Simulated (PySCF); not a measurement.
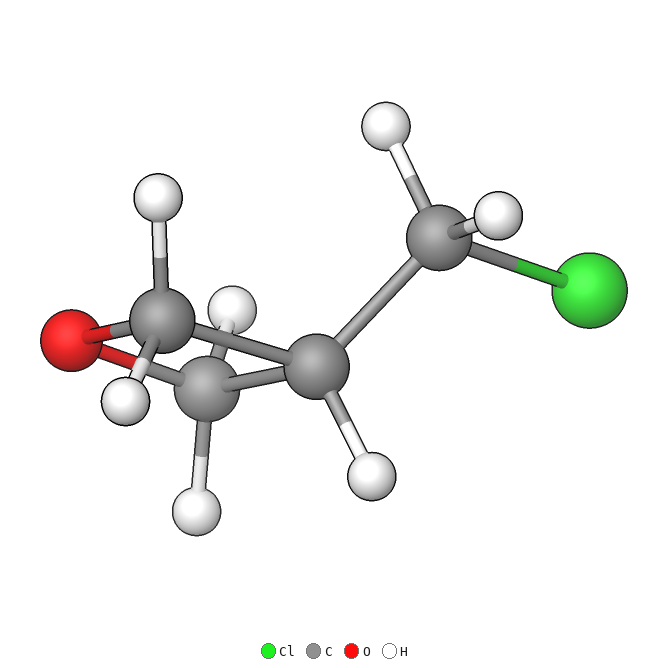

A ball-and-stick model of a molecule. Every bond is drawn as one stick, whatever its order.

Computed geometry: PBE0-D3(BJ)/def2-SVP optimisation. No frequency run is at hand to confirm it as a minimum.

> Count the atoms of each element.

C₄H₇ClO, 13 atoms: 4 carbon, 7 hydrogen, 1 chlorine and 1 oxygen.

> Write the SMILES.

ClCC1COC1

> Give the symmetry (Schoenflies symbol).

C1.

> Describe its rings.

Independent rings (smallest set): 1 of 4 members.

More results for the same structure follow; atom numbers are the same in all pictures, views and colours differ.

**Geometry**

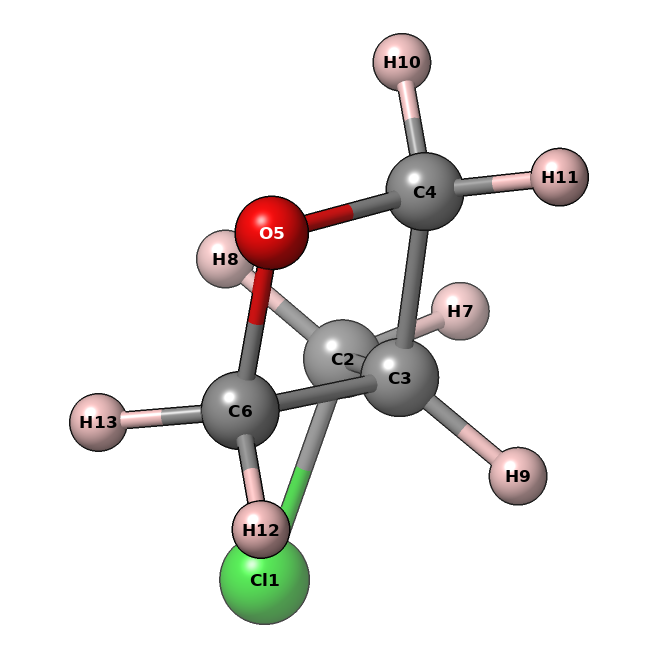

C2 lies behind C3. The molecule seen a little off the C3–C2 bond, C3 in front. Depth is shown by fading: the farther an atom, the more it takes the colour of the background. No frequency run is at hand to confirm it as a minimum.

> What is the torsion angle C4–C3–C2–Cl1? The sign is positive where the front bond must turn clockwise to cover the back bond.

−166°, antiperiplanar (anti). The bonds about C3–C2 are staggered.

**Polarisability**

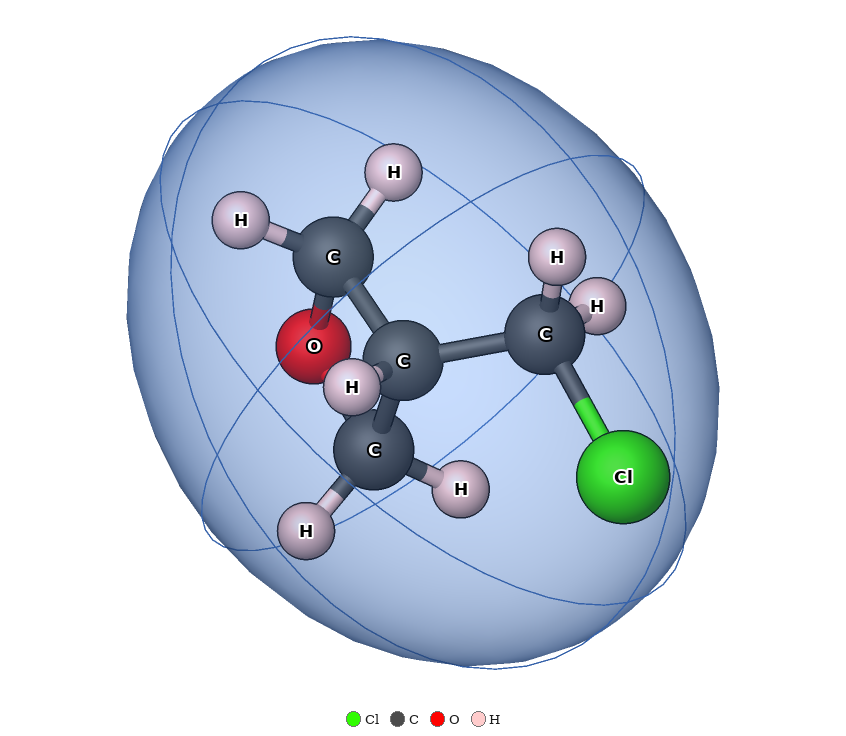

The ellipsoid shows the static dipole polarisability: its half-axes are proportional to the principal values. No frequency run is at hand to confirm it as a minimum. Method: B3LYP/def2-SVPD in methanol (IEF-PCM) (PySCF 2.14.0).

> Give the principal values, the mean and the anisotropy.

Principal values 77.3, 83.6, 99.7 bohr³; mean 86.8 bohr³ (12.87 Å³); anisotropy 20.0 bohr³, so the longest axis is 1.29 times the shortest.

**NMR shielding**

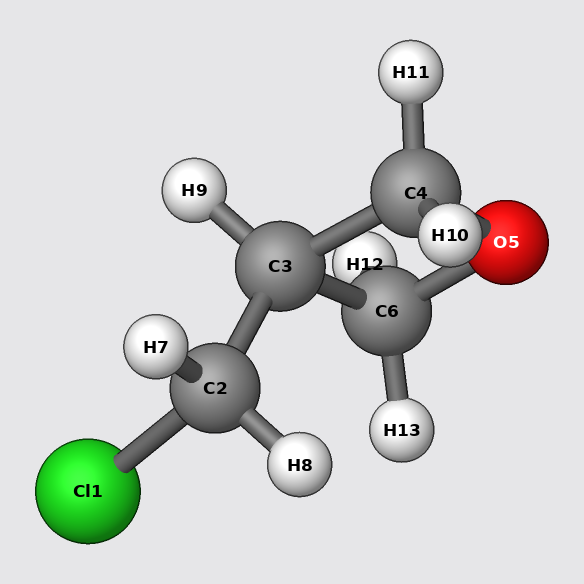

No frequency run is at hand to confirm it as a minimum. Method: GIAO PBE0/pcSseg-1 NMR shielding, non-relativistic, IEF-PCM water (PySCF 2.14.0). Principal shieldings σ11 ≤ σ22 ≤ σ33, span Ω = σ33 − σ11, skew κ = 3(σiso − σ22)/Ω.

Give the shielding tensors of the Cl atoms.

| atom | σ11 | σ22 | σ33 | σiso | Ω | κ |
| --- | --- | --- | --- | --- | --- | --- |
| Cl1 | 723.8 | 856.3 | 1101.6 | 893.9 | 377.8 | 0.30 |

Shieldings and span in ppm.

**Ring current**

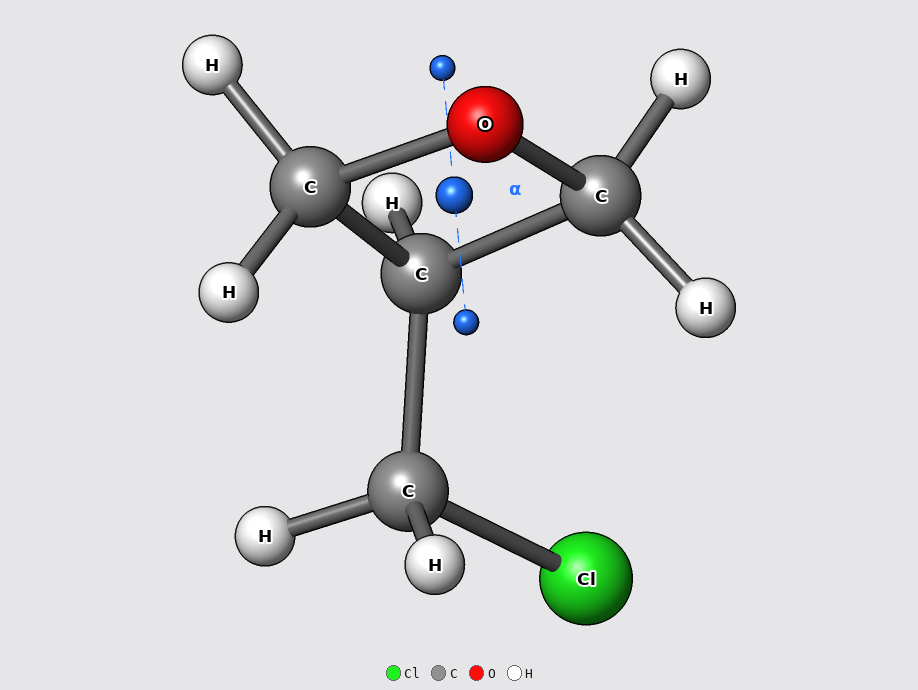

The small points mark where nucleus-independent chemical shifts (NICS) were computed: at the centre of each lettered ring and 1 Å above and below it. No frequency run is at hand to confirm it as a minimum. Method: GIAO PBE0/pcSseg-1 NMR shielding, non-relativistic, IEF-PCM water (PySCF 2.14.0).

Give NICS(0), NICS(1) and the out-of-plane component NICS(1)zz for each ring (means of the two sides).

```tsv
ring	members	NICS(0)	NICS(1)	NICS(1)zz
α	C3O	0.9	1.9	4.6
```

Values in ppm.
